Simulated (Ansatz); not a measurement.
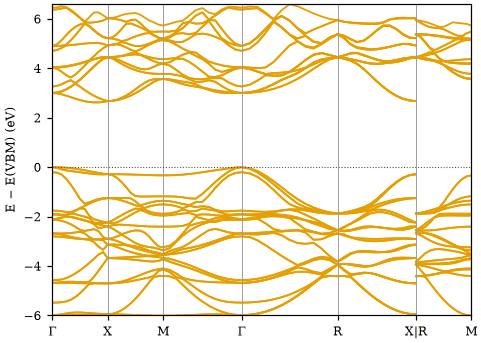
Band structure from PBE with spin–orbit coupling in the plane-wave PAW code Ansatz

Task: Read off the gap and where the band edges lie.

Result: About 2.6 eV (2.62 eV by a search for the band edges); maximum at Γ, minimum on the Γ–X line, 79 % of the way from Γ.

The material is BeSe in space group Pm-3n (No. 223; Be on 6c, Se on 6d).

The start of the workflow was typed in or built on a structure type; neither database checked (COD, Materials Project) lists it. COD files the formula under space group No. 216. Its standing as an ambient phase is unchecked. Symmetry was held in the PBE relaxation; whether a distortion lowers the energy is not shown. The volume moved by 20 % from the start of the relaxation.

Potentials: the earlier of the program's two PAW sets.
